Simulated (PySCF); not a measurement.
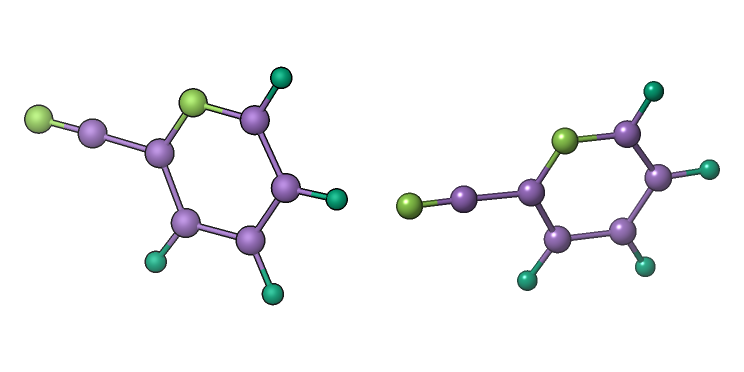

Two views of one molecule. Colours: nitrogen green, carbon purple, hydrogen teal.

Computed geometry: PBE0-D3(BJ)/def2-SVP optimisation. No frequency run is at hand to confirm it as a minimum.

What does the picture show?

Formula C₆H₄N₂. SMILES: `N#Cc1ccccn1`. Independent rings (smallest set): 1 of 6 members, 1 of them aromatic. Among its groups: nitrile. The point group is Cs. All atoms lie on one plane. Coordination: 1 C linear; 5 C trigonal planar; 1 N bent.

The parts below concern this one geometry. Atoms keep their numbers from picture to picture.

## NMR shielding

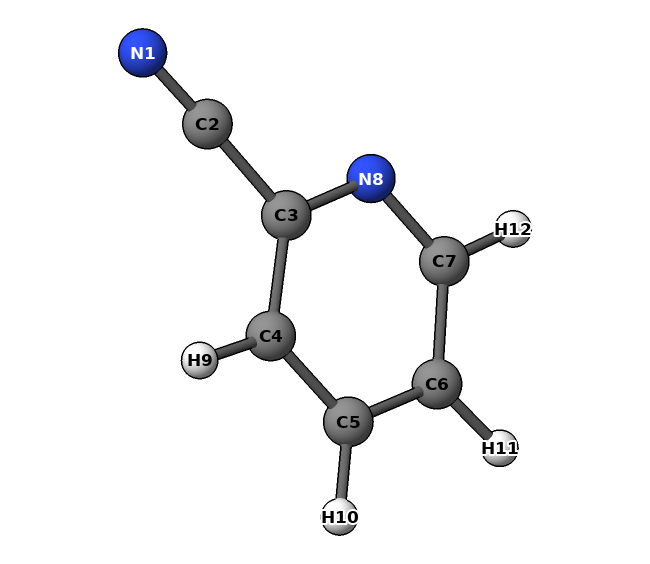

The questions are on isotropic NMR shieldings of the H atoms. No frequency run is at hand to confirm it as a minimum. Method: GIAO PBE0/IGLO-III NMR shielding, non-relativistic, gas phase (PySCF 2.14.0).

Question: Which H atom is the most shielded (lowest chemical shift)?

Answer: H11 (23.88 ppm).

Question: Which H atom is the least shielded (highest chemical shift)?

Answer: H12 (22.40 ppm).

Question: How wide is the range of H shifts?

Answer: 1.48 ppm.

Give the isotropic NMR shieldings of the H atoms atom by atom.

```
atom  σ (ppm)
  H9    23.56
 H10    23.49
 H11    23.88
 H12    22.40
```

## Ring current

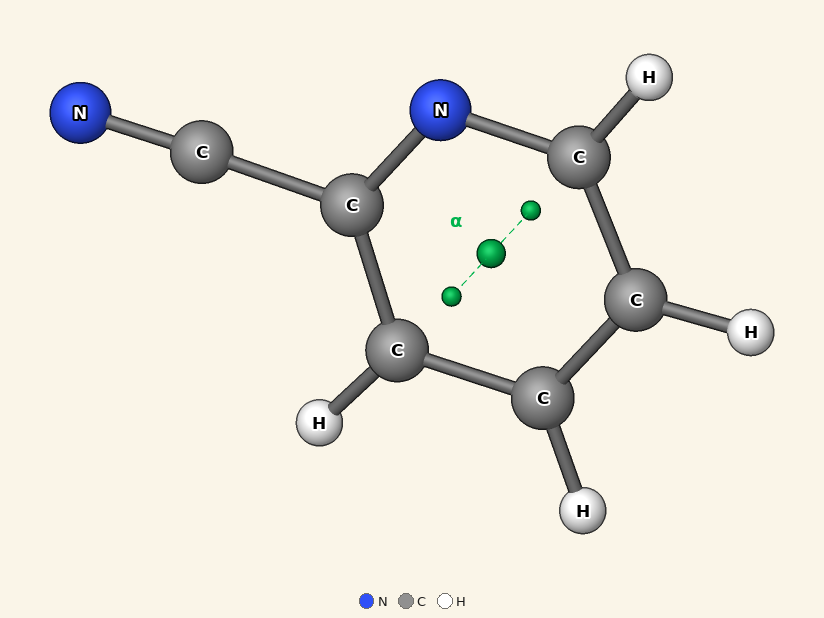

The small points mark where nucleus-independent chemical shifts (NICS) were computed: at the centre of each lettered ring and 1 Å above and below it. No frequency run is at hand to confirm it as a minimum. Properties computed with GIAO PBE0/cc-pVTZ NMR shielding, non-relativistic, gas phase (PySCF 2.14.0).

Give NICS(0), NICS(1) and the out-of-plane component NICS(1)zz for each ring (means of the two sides).

```tsv
ring	members	NICS(0)	NICS(1)	NICS(1)zz
α	C5N	−7.4	−10.2	−28.3
```

Values in ppm.

Question: What do the values say about the ring currents?

Answer: Ring α: diatropic, as in an aromatic ring. NICS is one index among several.

## Dipole moment

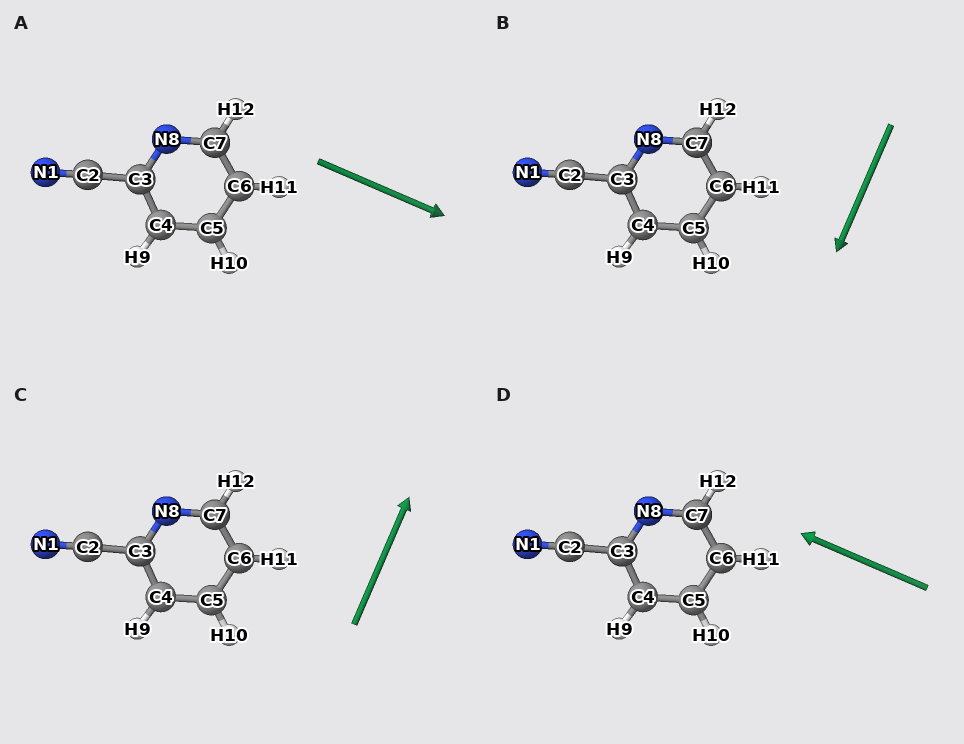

The same molecule four times, each with an arrow. No frequency run is at hand to confirm it as a minimum. Properties computed with PBE0/cc-pVDZ, gas phase (PySCF 2.14.0).

Question: Which arrow points along the dipole moment, from the negative to the positive end?

Answer: A. The dipole moment is 5.49 D; it points from the side of N1 to the side of H11 (the outermost atoms at the two ends).
